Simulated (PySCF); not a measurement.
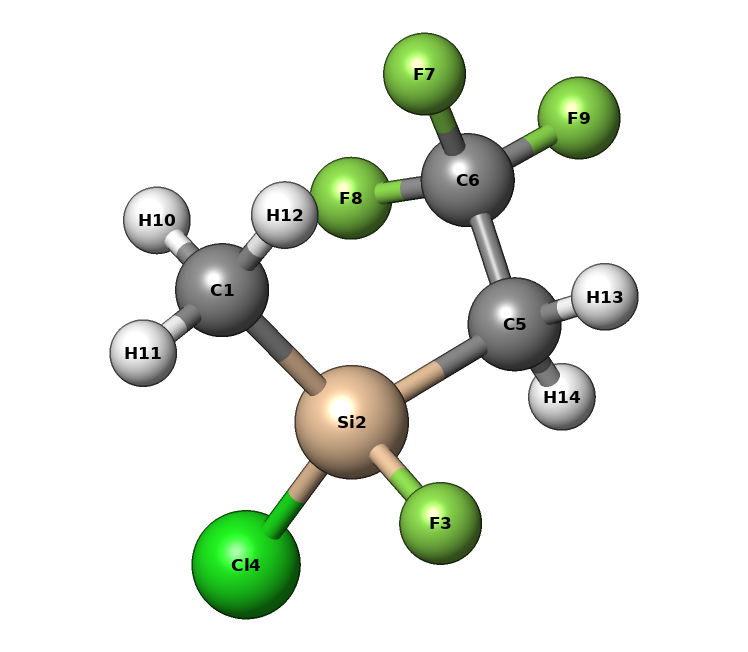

Every bond is drawn as one stick. The computed structure is the end point of a GFN2-xTB optimisation. No frequency run is at hand to confirm it as a minimum. Computed with PBE0/pcSseg-1 (PySCF 2.14.0).

Which bond has the lowest Mayer bond order?

Si2–C5, 0.84, at 1.916 Å.

List the Mayer bond orders of C1–Si2, C1–H10, C1–H11, C1–H12, Si2–F3, Si2–Cl4, Si2–C5, C5–C6, C5–H13, C5–H14, C6–F7, C6–F8, C6–F9.

```json
{"bond": "C1–Si2", "Mayer order": "0.99", "length (Å)": "1.887"}
{"bond": "C1–H10", "Mayer order": "0.94", "length (Å)": "1.086"}
{"bond": "C1–H11", "Mayer order": "0.95", "length (Å)": "1.087"}
{"bond": "C1–H12", "Mayer order": "0.94", "length (Å)": "1.087"}
{"bond": "Si2–F3", "Mayer order": "0.95", "length (Å)": "1.620"}
{"bond": "Si2–Cl4", "Mayer order": "1.05", "length (Å)": "1.999"}
{"bond": "Si2–C5", "Mayer order": "0.84", "length (Å)": "1.916"}
{"bond": "C5–C6", "Mayer order": "1.05", "length (Å)": "1.500"}
{"bond": "C5–H13", "Mayer order": "0.93", "length (Å)": "1.090"}
{"bond": "C5–H14", "Mayer order": "0.93", "length (Å)": "1.091"}
{"bond": "C6–F7", "Mayer order": "0.99", "length (Å)": "1.345"}
{"bond": "C6–F8", "Mayer order": "0.98", "length (Å)": "1.345"}
{"bond": "C6–F9", "Mayer order": "1.01", "length (Å)": "1.343"}
```

The geometry is semi-empirical. Around Si such bond lengths and angles can be off by a tenth of an ångström or more and by several degrees, and values that hang on the shape move with them.
